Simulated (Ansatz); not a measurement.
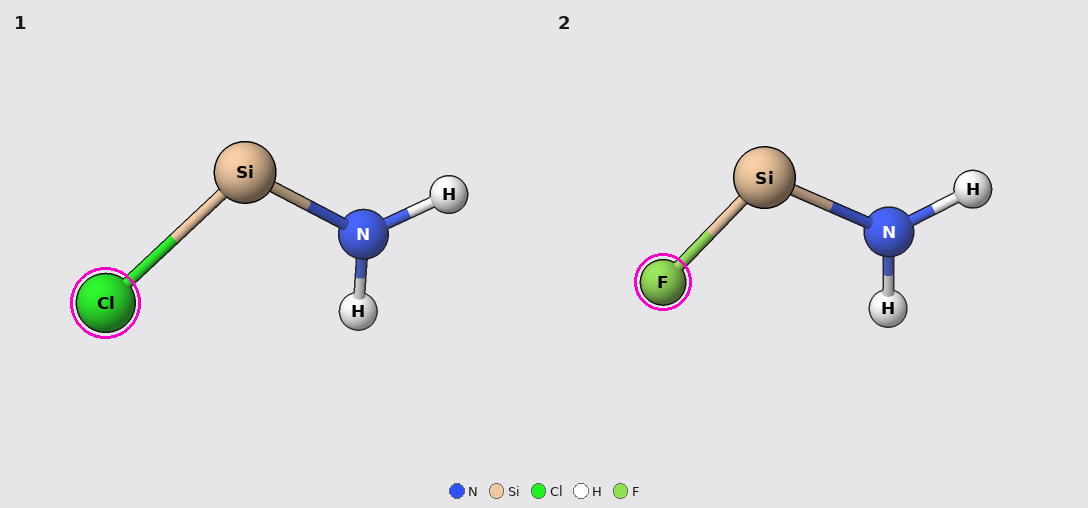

2 molecules with one skeleton, seen from the same side and at one scale; the atom that differs is circled. Each species is neutral and a spin singlet. Computed geometries: PBE0-D4/def2-TZVP optimisations, one conformation each. Properties computed with Ansatz 0.2.0.

One atom differs, called X below: Cl in panel 1, F in panel 2. Their formulas are ClH2NSi (`N[Si]Cl`), FH2NSi (`N[Si]F`).

### In which is the HOMO–LUMO gap larger (ωB97M-V/def2-QZVPP)?

In panel 2 (X = F).

### In which is the length of X–Si larger (PBE0-D4/def2-TZVP)?

In panel 1 (X = Cl).

Give the values. With PBE0-D4/def2-TZVP: length of X–Si (Å), angle N–Si–X (°), harmonic X–Si stretching wavenumber (cm⁻¹). With ωB97M-V/def2-QZVPP: HOMO energy (Kohn–Sham orbital) (eV), HOMO–LUMO gap (eV). With PBE0-D4/def2-TZVPP: vertical ionisation energy (eV).

| quantity | 1 (Cl) | 2 (F) | 2 − 1 |
| --- | --- | --- | --- |
| length of X–Si (Å) | 2.104 | 1.622 | −0.482 |
| angle N–Si–X (°) | 98.2 | 98.5 | +0.3 |
| HOMO energy (Kohn–Sham orbital) (eV) | −9.28 | −9.38 | −0.10 |
| HOMO–LUMO gap (eV) | 9.61 | 10.09 | +0.48 |
| vertical ionisation energy (eV) | 9.34 | 9.59 | +0.25 |
| harmonic X–Si stretching wavenumber (cm⁻¹) | 481 | 837 | +356 |
